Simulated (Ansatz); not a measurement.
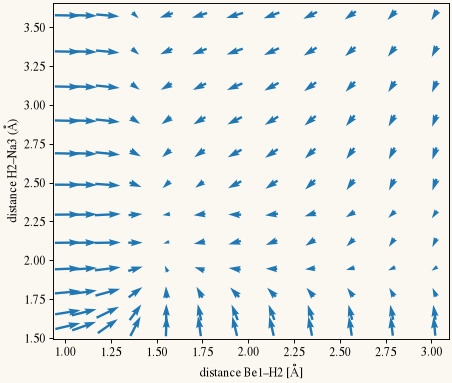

The system Be + HNa. 
- Coordinates scanned: (1) distance Be1–H2; (2) distance H2–Na3.
- Nothing is relaxed (the angle Be1–H2–Na3 is fixed at 180 degrees).
- The grid has 12 × 12 points.
- Points are written as (first, second).
- The reference is spin-restricted, so regions where a bond is pulled apart into radicals lie too high.
- The calculation used RKS PBE-D4/aug-cc-pVTZ in Ansatz.

The picture shows arrows along the force (downhill), their lengths compressed.

**The arrows alone are given. Where is the energy lowest?**

The arrows converge at about (1.516 Å, 2.100 Å) (read from the interpolated surface).

The energy map of the same scan:

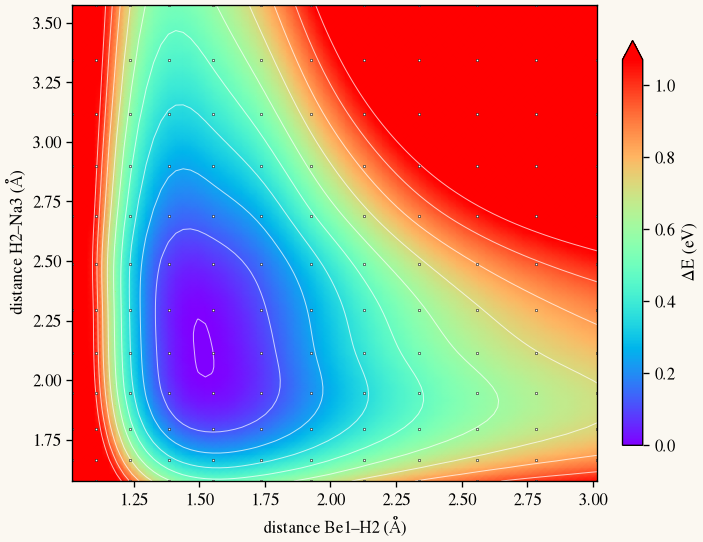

Energies are in eV, from the lowest grid point; between grid points the surface is interpolated.
